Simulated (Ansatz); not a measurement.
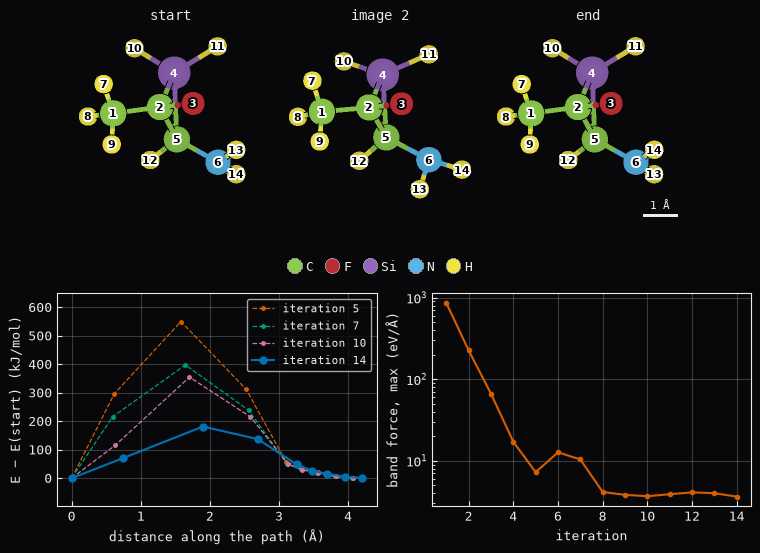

A search for the minimum-energy path of C$_{3}$H$_{8}$FNSi by the nudged elastic band. Images are numbered from 0 (start) to 8 (end). The plot follows the band through its iterations. Style: ball-and-stick. Shown at a tilt.

Theory: RKS PBE/6-31G in Ansatz 0.2.0. Run with 7 movable images; climbing image from the first iteration; force threshold 0.05 eV/Å; iteration limit 14; optimiser FIRE; starting path through a guess of the saddle point.

### How did the profile develop, and is the result final?

The result isn't final. The band hadn't converged when the run stopped after 14 iterations. The largest component of the band force went from 860 to 3.6 eV/Å. The barrier read from it is provisional: over the last two iterations the highest image moved from 291.1 kJ/mol to 181.2 kJ/mol. The first iteration put the highest image at 14337.2 kJ/mol. The two ends have the same energy, and the highest point, image 2, lies 181.2 kJ/mol above the start.

Cost: 11 min on 1 thread of Intel(R) Xeon(R) Platinum 8259CL CPU @ 2.50GHz (Skylake/Cascade Lake), with other jobs on the host, peak memory 0.26 GiB.
